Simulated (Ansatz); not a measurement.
BrCl2Ga···H2

Input file:

```
crystal:
  periodic: [false, false, false]
  atoms:
    - { symbol: Ga, position_ang: [0.0, 0.0, 0.0] }
    - { symbol: H, position_ang: [0.0, 0.0, 1.92] }
    - { symbol: Cl, position_ang: [1.9398, 0.0, -1.12] }
    - { symbol: Cl, position_ang: [-1.9398, 0.0, -1.12] }
    - { symbol: Br, position_ang: [0.1137, -2.5787, 0.8577] }
    - { symbol: H, position_ang: [0.0425, -0.965, 2.0083] }
basis:
  gaussian: { orbitals: def2-SVP }
hamiltonian:
  xc: pbe
relax:
  f_tol: 0.15
  max_steps: 25
  restrain:
    - { distance: [0, 4], at: 2.42, k: 30.0 }
    - { distance: [5, 1], at: 0.66, k: 30.0 }
    - { distance: [0, 1], at: 2.77, k: 30.0 }
    - { distance: [5, 4], at: 2.75, k: 30.0 }
output:
  orbitals: {}
```

Launched as:

```sh
ansatz run input.yaml --threads 4 --pin off --max-ram 5120MiB --backend cpu --events-out ev --progress --plain --runs-dir out
```

The fields are those of the run's last geometry, not of the input's.

Not at a stationary point (largest force 1.9 eV/Å).

The calculation used RKS PBE/def2-SVP in Ansatz.

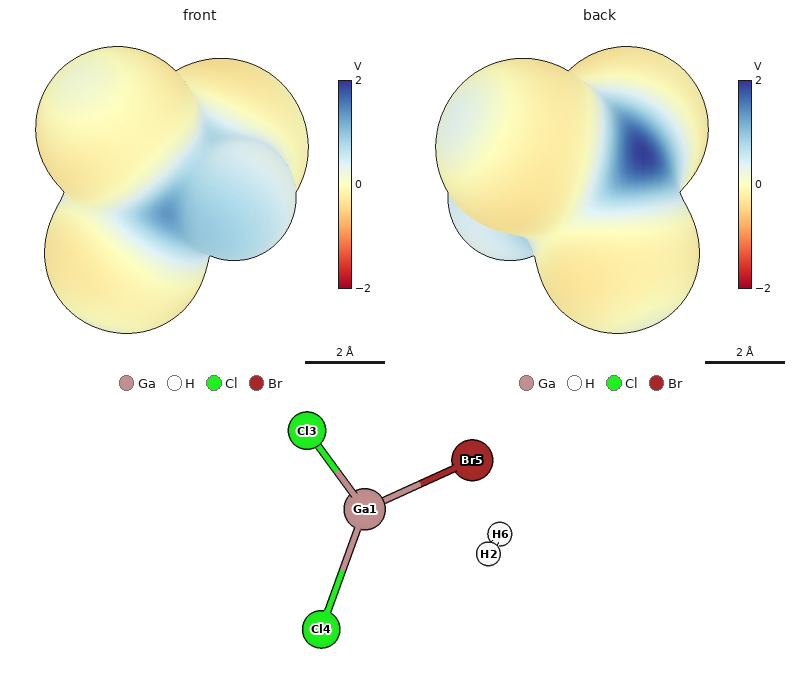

Figure 1. The electrostatic potential painted on the density surface at 0.001 e/bohr³, seen from the front and from behind; red is negative and blue positive. The bare structure is drawn below in the same view.

Q: Which sites attract a positive test charge, and which a negative one?

A: A positive charge is drawn to the negative regions and a negative charge to the positive ones. The most negative region (about −0.3 V) lies over Cl3, Cl4 and Br5, the most positive (about +1.9 V) over Ga1. Br5 shows a σ-hole: about +0.3 V at the tip opposite its bond, against about −0.2 V on its flanks.

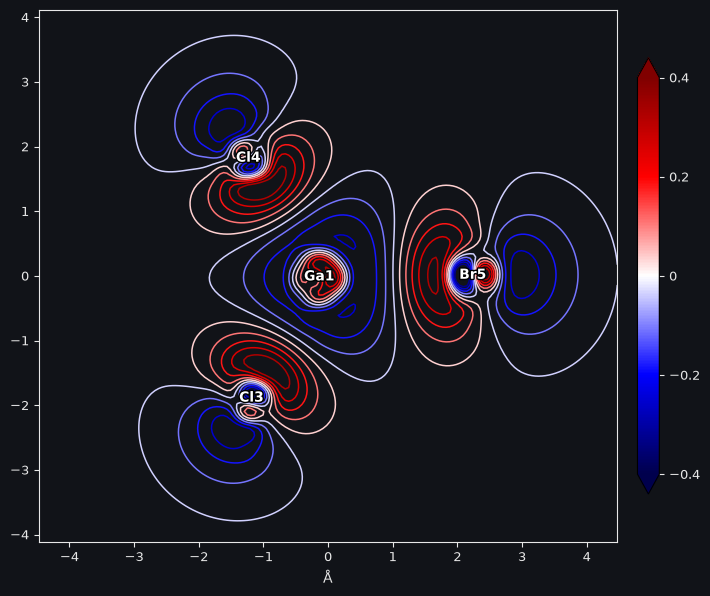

Figure 2. The LUMO on the plane of atoms Cl3, Ga1 and Br5 (values in Å⁻³ᐟ²; the overall sign is arbitrary).

Q: Describe this orbital and give its energy.

A: Its weight (Hirshfeld) is mainly on Ga1 (about 40 %), Br5 (about 25 %), Cl3 (about 15 %) and Cl4 (about 15 %). Its energy is −3.23 eV.

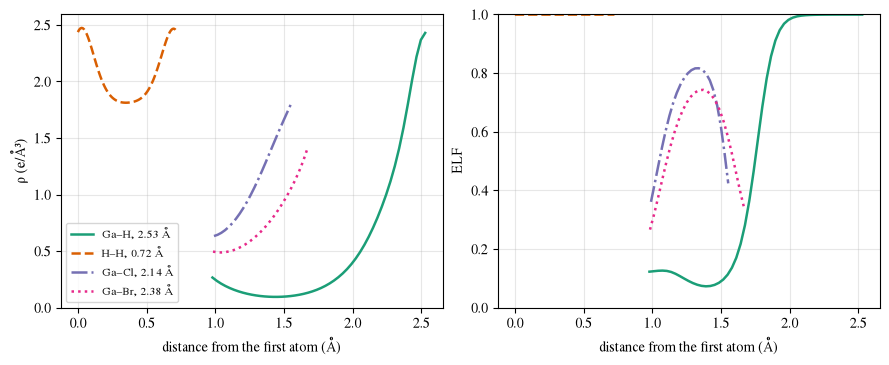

Figure 3. Electron density and electron localisation function along straight lines between neighbouring atoms. The curves leave out the atomic cores.

Q: What can be read from the curves?

A: Ga1···H6 (2.53 Å): the density falls to about 0.09 e/Å³ on the way; the ELF dips to about 0.05 between them.
H–H (0.72 Å): ρ is about 1.8 e/Å³ halfway; the ELF is about 1 at the midpoint; an ordinary covalent bond to hydrogen.
Ga–Cl (2.14 Å): ρ is about 0.68 e/Å³ halfway; the ELF peaks at about 0.80 in the valence shell of Cl, 0.8 Å from its nucleus, and is about 0.55 at the midpoint.
Ga–Br (2.38 Å): the density is about 0.54 e/Å³ at the midpoint; the ELF peaks at about 0.75 in the valence shell of Br, 1.0 Å from its nucleus, and is about 0.65 at the midpoint.
